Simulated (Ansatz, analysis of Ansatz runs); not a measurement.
# Local vibrational mode of the B-H pair in alpha-quartz (HSE06), part 2 of 2

Aim: the local vibrational mode of the B-H pair in alpha-quartz, to be set beside the measurement. Set-up: HSE06, 72-site cell, PBE lattice, 420 eV, k: the zone centre alone, relaxed with the hybrid, anharmonic cut along the mode. The model is a cell of 72 host atoms with B put on another atom's site and H put in between. The frequencies come from force constants among the defect atom and its neighbours, with the masses of the isotopes named. Exact exchange opens the gap, stiffens bonds and lessens the self-interaction error, at many times the cost.

Ansatz 0.2.0; HSE06, 72-site cell, PBE lattice, 420 eV, k: the zone centre alone, relaxed with the hybrid, anharmonic cut along the mode.

So far: Set-up; Relaxation, charge 0.

### Step 2. Relaxation, charge 0 (continued)

Level of this step: plane-wave PAW DFT, HSE06; relaxation of all atoms of a defect supercell (Ansatz).

Relaxation path:

```
step  energy less that of the first step (eV)  largest force component (eV/Å)
   1                                   0.0000                          8.6131
   2                                  -3.0976                          3.7589
   3                                  -4.3345                          1.7692
   4                                  -4.7231                          0.6627
   5                                  -4.8395                          0.5598
   6                                  -4.9237                          0.5554
   7                                  -4.9989                          0.4626
   8                                  -5.0695                          1.2113
   9                                  -5.1304                          1.9244
  10                                  -5.2396                          0.7623
  11                                  -5.3205                          0.4837
  12                                  -5.3596                          0.3747
  13                                  -5.3610                          0.9118
  14                                  -5.4003                          0.1754
  15                                  -5.4059                          0.1242
  16                                  -5.4065                          0.3332
  17                                  -5.4090                          0.0256
  18                                  -5.4090                          0.0255
  19                                  -5.4089                          0.0350
  20                                  -5.4093                          0.0135
  21                                  -5.4093                          0.0037
```

Relaxation step 19 was tried and not accepted.

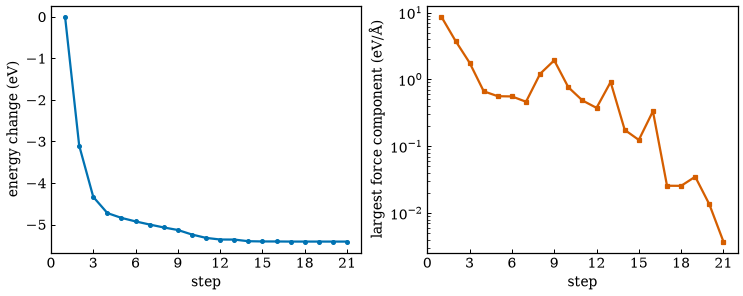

Energy and largest force along the relaxation.

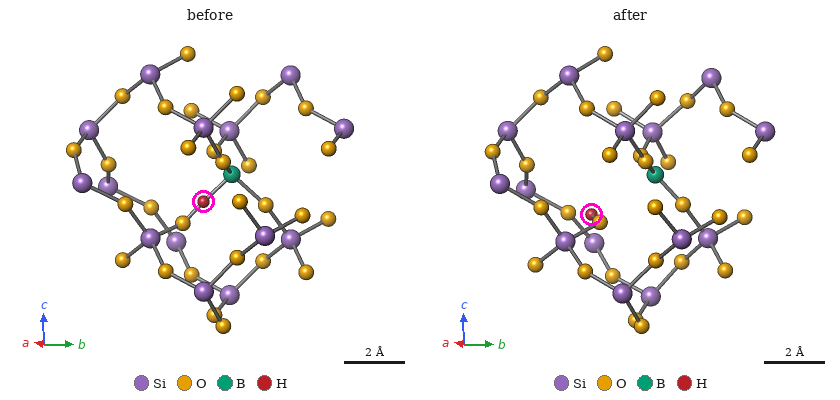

Before and after: the atoms that start within 5 Å of the centre. H73, which moves most, is ringed if it is among them.

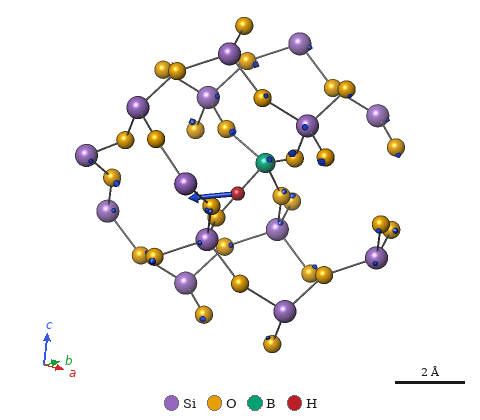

Displacements in the relaxation from the typed sites near the centre, scaled; the longest in the cell stands for 1.54 Å.

The atoms that moved most (Å, from the sites as typed, ahead of the random displacement):

```
atom      dx      dy      dz  length
 H73  -0.908  -1.201  -0.335   1.542
 O52  -0.241   0.057  -0.174   0.302
 O15  -0.258   0.088   0.095   0.289
 O16  -0.049   0.266  -0.089   0.284
 O50   0.174   0.174   0.126   0.276
 O25  -0.110  -0.089  -0.234   0.273
 O24  -0.136   0.028   0.222   0.262
 O71   0.168   0.149  -0.128   0.259
```

Neighbours of the ideal centre at the end:

```
atom  distance (Å)
 B12         1.047
  O4         1.414
  O9         1.738
 O15         1.746
 O16         1.778
 H73         1.847
 Si1         2.816
Si19         3.056
```

Neighbours of the added atoms: H73: O4 0.96, Si1 2.21, O63 2.26 Å.

Read from the output:

```
free energy : -42120.0838 eV
```

The relaxation ends 74 meV an atom lower than the displaced start, with a largest force component of 0.0037 eV/Å.

### Step 3. Local vibrational modes

A local mode lives on the defect and the atoms next to it, so only the sites listed in the input are displaced, which costs far fewer SCF runs than the whole cell would.

This step: plane-wave PAW DFT, HSE06; finite-displacement force constants among the atoms nearest to a defect, the others at rest.

The input, modes/input.yaml:

```yaml
crystal:
  lattice:
    - [10.03667685, 0.0, 0.0]
    - [-5.01833842, 8.69201712, 0.0]
    - [0.0, 0.0, 11.01794798]
  atoms:
    - { symbol: Si, position: [0.23373282, -0.013474832, 0.329793894] }
    - { symbol: Si, position: [0.001700815, 0.247478195, 0.169031202] }
[... 1 atom line left out ...]
    - { symbol: O, position: [0.180391258, 0.09967788, 0.39041081] }
[... 3 atom lines left out ...]
    - { symbol: O, position: [0.09128791, 0.374071557, 0.273261645] }
    - { symbol: O, position: [0.300433038, 0.417343918, 0.443662601] }
[... 1 atom line left out ...]
    - { symbol: Si, position: [0.009818154, 0.256095793, 0.668703823] }
    - { symbol: B, position: [0.277241368, 0.314939768, 0.534235851] }
[... 2 atom lines left out ...]
    - { symbol: O, position: [0.400299115, 0.302858709, 0.57247243] }
    - { symbol: O, position: [0.138641683, 0.237742508, 0.594828931] }
[... 2 atom lines left out ...]
    - { symbol: Si, position: [0.246185514, 0.496437401, 0.342933193] }
[... 7 atom lines left out ...]
    - { symbol: O, position: [0.291115241, 0.911366802, 0.432021305] }
[... 19 atom lines left out ...]
    - { symbol: Si, position: [0.488858718, 0.246516031, 0.662480646] }
[... 25 atom lines left out ...]
    - { symbol: H, position: [0.074559339, 0.050171708, 0.415926413] }
basis:
  ecutwfc: 420
  xc_grid: 2
hamiltonian:
  xc: hse06
kpoints:
  mp_grid: { grid: [1, 1, 1] }
scf:
  occupations: { method: fermi_dirac, width: 0.01 }
  max_iter: 120
output: {}
checkpoint:
  read: "../relax.run"
phonons:
  supercell: [1, 1, 1]
  displaced_sites: [3, 72]
```

Launch:

```sh
$ ansatz run input.yaml --threads 4 --pin off --max-ram 7536MiB --backend cpu --events-out ev --progress --plain --runs-dir out
```

Numbers of over 12 decimals in the logs are rounded to 6 here.

Log:

```text
[...]
Warning: basis.xc_grid 2: finite-displacement phonons take 3 at the least, and a number is run as typed, so the frequencies can be off [figures from the program's tests cut]. [...]
[...]
Crystal: 73 atoms, lattice volume = 961.194 Å³
Basis set: ecut = 420 eV, 18781 PW (Γ), exchange–correlation on 144×144×150 points (8 copies of the dense FFT grid, shifted against one another)
Bands: 265, of which v1, the nominal top of the filled ones, is band 192 counted from 1 (191 counted from 0)
Symmetry: 1 space group operations
k-points: 1
[...]
Stability of the state it starts from, as read at its close in the unpolarized treatment: not read, because the functional holds exact exchange (a hybrid, or Hartree-Fock), whose exchange loop this test does not read (fock_operator)
[...]
Frozen-core exchange: fock
[...]
max |Σ_I F_I| component: 2.26e-5 eV/Å
--- Band table (eV) ---
[...]
--- Phonons: 12 displaced members + reference (amplitude 0.0025 Å, Σ member SCF iterations 160) ---
  symmetry images taken by strict's conditions (phonons.symmetry_images: auto; settled by no image being taken that strict refuses)
  force constants formed among 2 of 73 sites (O 3, H 72); the other 71 at rest. The modes move the named sites alone.
  the frequencies, the zero-point energy and the sums are of the block with the acoustic sum rule laid on its rows. Row sums over every site: 1.6e-4 eV/Å² at the most
  transpose residual: 5.4e-4 eV/Å²
  largest component of a force at the reference: 2.5e-3 eV/Å on a named site, 3.7e-3 eV/Å on a site at rest
  frequencies among the named sites at Γ of the cell (cm⁻¹): 236.06 276.87 407.18 750.40 964.03 3805.97
  unstable modes among the named sites: 0
  frequencies as built, with no sum rule (cm⁻¹): 236.06 276.86 407.17 750.40 964.02 3805.97
  zero-point energy: 0.399261 eV/cell   skipped modes (ω ≤ 0): 0
  not written: the harmonic force-constant file, the file of eigenvectors (these modes' are written with the force constants), the density of states and the dispersion, which are of every site
[key lines of the parts left out:]
Free energy (F): -42120.083779 eV
Fermi energy:    4.474837 eV
```

The job ended after 27 min (4 threads of Arm Neoverse V1, shared host; peak memory 2.4 GiB).

Read from the output:

- free energy: -42120.0838 eV

The modes with the largest weight on the probed atoms (the light atom of a pair), for the masses of each isotope. Modes of the displaced atoms (local only where they lie over the host's phonons):

```
isotopes  mode (cm⁻¹)  share of the defect atoms
       H         3806                      0.941
       H        964.1                      0.927
       H        407.2                      0.885
       D         2771                      0.886
       D        689.3                      0.772
       D        314.1                      0.552
```

### Step 4. Point 1 along the mode

A light atom samples the curved part of its well, so the energy is mapped along the mode and the one-dimensional Schrödinger equation solved on it.

This step: plane-wave PAW DFT, HSE06; single point of a defect supercell.

cut0/input.yaml, as its differences from modes/input.yaml of step 3:

```diff
@@ -9,3 +9,3 @@
 [... 1 atom line left out ...]
-    - { symbol: O, position: [0.180391258, 0.09967788, 0.39041081] }
+    - { symbol: O, position: [0.178524021, 0.098876269, 0.390883501] }
 [... 3 atom lines left out ...]
@@ -26,3 +26,3 @@
 [... 25 atom lines left out ...]
-    - { symbol: H, position: [0.074559339, 0.050171708, 0.415926413] }
+    - { symbol: H, position: [0.104445079, 0.063488293, 0.408488779] }
 basis:
@@ -37,7 +37,5 @@
   max_iter: 120
-output: {}
+output:
+  forces: true
 checkpoint:
   read: "../relax.run"
-phonons:
-  supercell: [1, 1, 1]
-  displaced_sites: [3, 72]
```

Log:

```text
[...]
Warning: checkpoint.read: the run can stay near the saved state's solution: 2 site(s) moved relative to the saved geometry (max |Δs| = 2.989e-2 fractional); [...]
[...]
Crystal: 73 atoms, lattice volume = 961.194 Å³
Basis set: ecut = 420 eV, 18781 PW (Γ), exchange–correlation on 144×144×150 points (8 copies of the dense FFT grid, shifted against one another)
Bands: 265, of which v1, the nominal top of the filled ones, is band 192 counted from 1 (191 counted from 0)
Symmetry: 1 space group operations
[...]
k-points: 1
[...]
SCF iter   5: F=-42107.167386 eV  HF=-42107.167383 eV  |F-HF|=3.15e-6  |Δ(HF+E_count)|=   1.18e-3  Δρ=3.01e-4  dr2=2.84e-4  ethr=7.38e-8  ⟨swp⟩=5.0  Hψ=1170  notcnv=0  defer=1
SCF 1 stopped early in 5 iterations: F = -42107.167386 eV  dr2 = 2.84e-4
[...]
Frozen-core exchange: fock
[...]
Free energy (F): -42115.463860 eV
[...]
Internal energy: -42115.463860 eV  (E = F + TS)
E sigma→0 (E₀):  -42115.463860 eV
Fermi energy:    4.477245 eV
[...]
--- Forces (eV/Å), atoms counted from 1 ---
  atom   1  Si     0.18460019     0.13024564    -0.06927080
  atom   2  Si    -0.04644260    -0.03978938     0.02025696
  [... 1 atom left out ...]
  atom   4  O     39.51847536    20.56421805   -13.68108711
  [... 4 atoms left out ...]
  atom   9  O      0.01109143    -0.02249605    -0.01134621
  [... 1 atom left out ...]
  atom  11  Si    -0.01198840    -0.03568585    -0.02954601
  atom  12  B     -0.05367852     0.05097213     0.08349888
  [... 2 atoms left out ...]
  atom  15  O     -0.00758482    -0.01895607    -0.03116981
  atom  16  O      0.05929544     0.02076570    -0.02993801
  [... 2 atoms left out ...]
  atom  19  Si    -0.00530084     0.00996039    -0.01678267
  [... 27 atoms left out ...]
  atom  47  Si     0.02958733     0.00770549     0.01862821
  [... 25 atoms left out ...]
  atom  73  H    -39.49942788   -20.88961350    13.61952221
  max |Σ_I F_I| component: 2.61e-4 eV/Å
--- Band table (eV) ---
[...]
```

It took 1.7 min on 4 threads; peak memory 2.3 GiB; 6.6 min of CPU time.

Read from the output:

| Quantity | Value |
| --- | --- |
| free energy | -42115.4639 eV |

The series, run alike:

```
                   run    outcome  energy less the first (eV)  moment (μB)     time
point 1 along the mode  converged                      0.0000         0.00  1.7 min
point 2 along the mode  converged                     -2.6562         0.00  1.8 min
point 3 along the mode  converged                     -3.8624         0.00  1.8 min
point 4 along the mode  converged                     -4.4624         0.00  1.8 min
point 5 along the mode  converged                     -4.5070         0.00  1.7 min
point 6 along the mode  converged                     -4.2338         0.00  1.7 min
point 7 along the mode  converged                     -3.8990         0.00  1.8 min
point 8 along the mode  converged                     -3.4739         0.00    2 min
point 9 along the mode  converged                     -3.0401         0.00  1.9 min
```

### Step 5. Anharmonic fundamental

Analysis of the runs above: one-dimensional Schroedinger equation on a polynomial through HSE06 energies along the local mode.

It gives:

```yaml
stretch: 3642 cm⁻¹
stretch_harmonic: 3806 cm⁻¹
```

Table of energy by normal coordinate:

```
normal coordinate (amu½ Å)  energy (eV)
                    -0.282         4.62
                    -0.207         1.96
                    -0.141        0.757
                    -0.071        0.157
                     0.000            0
                     0.071        0.113
                     0.141        0.386
                     0.207        0.721
                     0.282         1.15
                     0.358         1.58
```

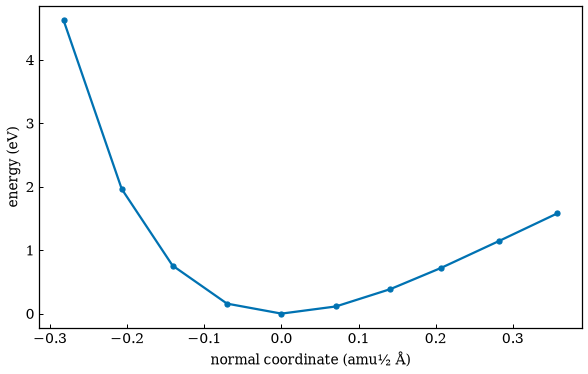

Energy against normal coordinate.

### Step 6. Summary of results

| Item | Value |
| --- | --- |
| distance from the defect atom to its nearest neighbour | 0.963 Å |
| O-H stretch, 1H | 3642 cm⁻¹ |
| time of the whole chain | 72 min on 4 threads |

What this shows: O-H stretch, 1H: computed 3642 cm⁻¹, measured 3595 cm⁻¹; 47 cm⁻¹ (1 %) above the measurement. The anharmonic cut moves the O-H stretch, 1H from 3806 to 3642 cm⁻¹; a straight cut leaves out the coupling to the other modes. Only the named neighbours move, so modes near the host's band are approximate. Limits: the zone centre alone is a coarse sampling for this cell.

[Logs are printed without paths, hosts, clocks, repeated set-up lines and the standing remarks that a program may print on its own settings, such as how far it seeks lower states.]

[Hosts, paths, dates, database ids (printed as entryN), source tags and the programs' standing remarks are cut or masked in the printed files.]

[For some hosts the program warned that the k-mesh of the response run may be too coarse for force constants and the static dielectric constant; such warnings are not shown here.]
